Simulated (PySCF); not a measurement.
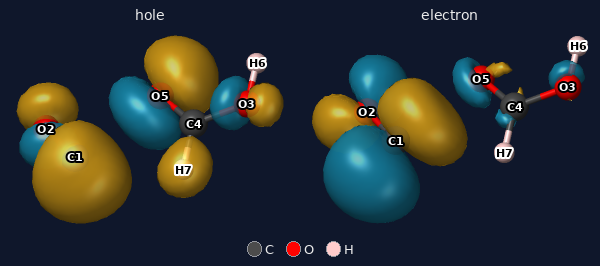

Figure. C₂H₂O₃, SMILES `[C-]#[O+].OC=O`. Leading natural transition orbital pair of S₃ (TDA singlet states); the surfaces enclose about 85 % of each orbital's density.

PySCF calculation, CAM-B3LYP/def2-SVP, gas phase; geometry: GFN2-xTB. The pair's geometry is semi-empirical, so its contact may be too short or too long. Without diffuse functions Rydberg states are missing, so the states' numbers hold for this basis only.

Give its energy and the atoms that hole and electron lie on.

Answer. 8.18 eV (152 nm), f = 0.364 (bright); the leading pair carries 95 %; hole on O5 (42 %), C1 (32 %) and O2 (11 %), electron on C1 (60 %) and O2 (27 %); their centroids lie 1.2 Å apart. In canonical orbitals it is mainly HOMO → LUMO+2 (89 %). The HOMO–LUMO gap is 10.93 eV.

Cost of the run: 57 s on 1 thread of Intel(R) Xeon(R) Platinum 8488C (Sapphire Rapids) (shared host), peak memory 0.47 GiB.
